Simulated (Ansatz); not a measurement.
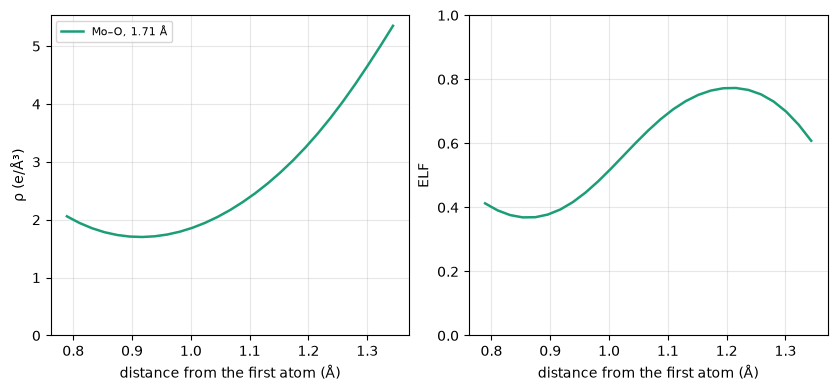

*MoO2 (charge +1, quartet). Electron density and electron localisation function along straight lines between neighbouring atoms. The curves leave out the atomic cores.*

Geometry: PBE0-D4/def2-TZVP; core potentials replace the inner electrons of Mo.

The calculation used UKS PBE0-D4/def2-TZVP in Ansatz 0.2.0.

Q: What can be read from the curves?

A: Mo–O (1.71 Å): ρ is about 1.8 e/Å³ halfway; the ELF peaks at about 0.75 in the valence shell of O, 0.5 Å from its nucleus, and drops to about 0.35 between the two atoms.
